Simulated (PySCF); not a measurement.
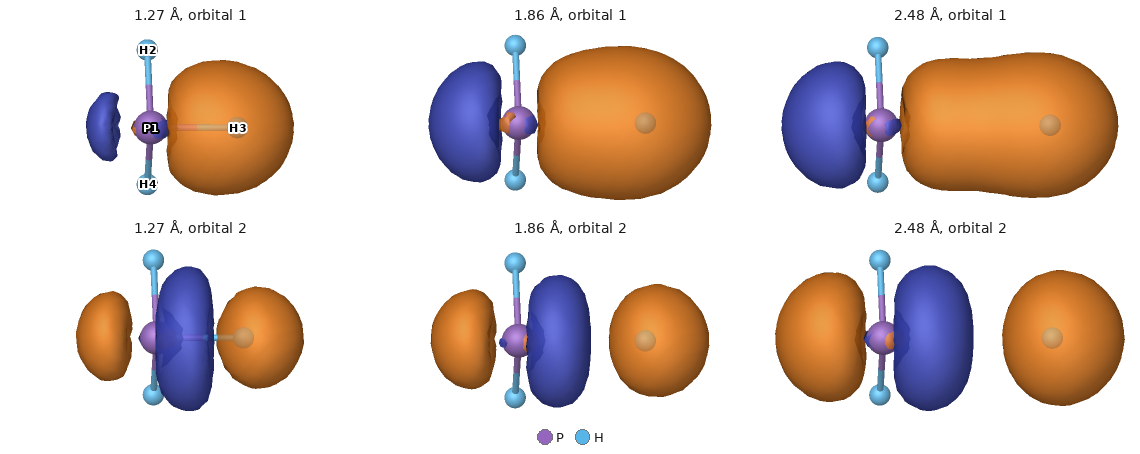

*H3P, SMILES `P`. Rigid stretch of the P1–H3 bond. The two CASSCF(2,2) natural orbitals nearest half filling (orbital 1 the more occupied).*

Level of theory: def2-SVP basis (PySCF), at a geometry from GFN2-xTB. No frequency check shows the geometry to be a minimum. GFN2-xTB bond lengths at metals and heavier atoms can be off by up to 0.1 Å and shapes distorted, which carries into these values.

Cartesian coordinates (Å):

```
P1      -0.0000    0.0000    0.1280
H2      -1.0996    0.3515   -0.6405
H3       0.8545    0.7766   -0.6401
H4       0.2456   -1.1281   -0.6402
```

> How do the occupations change along the stretch?

1.27 Å: 1.99 and 0.01; 1.86 Å: 1.93 and 0.07; 2.48 Å: 1.71 and 0.29. At the longest distance computed (3.86 Å) they are 1.14 and 0.86, and the effective number of unpaired electrons is 1.9.

> Where does the UHF solution part from RHF?

Between 1.86 Å (⟨S²⟩ = 0, the two coincide) and 2.14 Å (⟨S²⟩ = 0.49); at 3.86 Å ⟨S²⟩ is 1.01 and UHF lies 4.0 eV below RHF.

> How much energy does the stretch cost?

By CASSCF, 3.2 eV from the lowest point of the scan (1.38 Å) to 3.86 Å; RHF gives 6.8 eV from its own lowest point. The fragments aren't relaxed and dynamic correlation is missing, so this isn't a bond dissociation energy.
